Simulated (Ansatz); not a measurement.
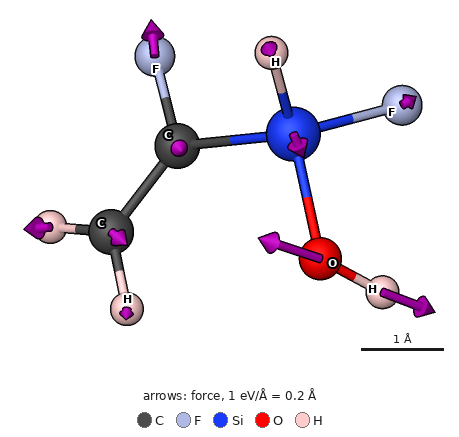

Starting geometry of C₂H₄F₂OSi with the computed forces as purple arrows. Style: ball-and-stick. Shown at a tilt.

The run prepares an end point of a later path (torsion) calculation, from a guessed geometry.

Theory: RKS PBE/STO-3G in Ansatz 0.2.0.

The input:
```yaml
crystal:
  periodic: [false, false, false]
  atoms:
    - { symbol: C, position_ang: [-0.9701, -1.2336, 0.7528] }
    - { symbol: C, position_ang: [-0.1678, -0.1762, 0.9268] }
    - { symbol: F, position_ang: [-0.0387, 0.2762, 2.1827] }
    - { symbol: Si, position_ang: [0.8926, 0.6778, -0.389] }
    - { symbol: O, position_ang: [0.4576, 0.1146, -1.9311] }
    - { symbol: F, position_ang: [0.4398, 2.2414, -0.3899] }
    - { symbol: H, position_ang: [-1.183, -1.6169, -0.2334] }
    - { symbol: H, position_ang: [-1.5095, -1.5957, 1.5817] }
    - { symbol: H, position_ang: [2.2783, 0.5326, -0.1143] }
    - { symbol: H, position_ang: [-0.1161, 0.7287, -2.3834] }
basis:
  gaussian: { orbitals: STO-3G }
hamiltonian:
  xc: pbe
relax:
  f_tol: 0.015
  max_steps: 40
```

Launched with:
```bash
ansatz run input.yaml --threads 1 --pin off --max-ram 2048MiB --backend cpu --events-out ev --progress --plain --runs-dir out
```

**What follows when this structure is relaxed?**

It isn't relaxed: the largest force vector, on O5, is 5.02 eV/Å. The final displacements have little in common with the starting forces (cosine between the two patterns −0.03). After 13 accepted moves (16 points after the start) the energy has fallen by 0.591 eV. The largest force component goes from 3.7 to 0.015 eV/Å. The line search rejected the trial steps at points 5, 7, 11 of the run. H10 moves most after the best rigid fit: 0.66 Å. Largest moves by element: H 0.66 Å, F 0.26 Å, C 0.12 Å, O 0.09 Å, Si 0.08 Å. Some distances before and after: O5–H10 0.954 → 1.034 Å, C1–H8 1.053 → 1.101 Å, Si4–H9 1.420 → 1.463 Å, C2–F3 1.341 → 1.383 Å. Among the angles between lasting bonds that change: Si4–O5–H10 111.8° → 103.3°, O5–Si4–H9 113.1° → 105.0°, O5–Si4–F6 104.3° → 110.5°. Groups turn about Si4–O5 by about 50°.

Limits of the set-up: STO-3G is a minimal basis, so the numbers are rough.
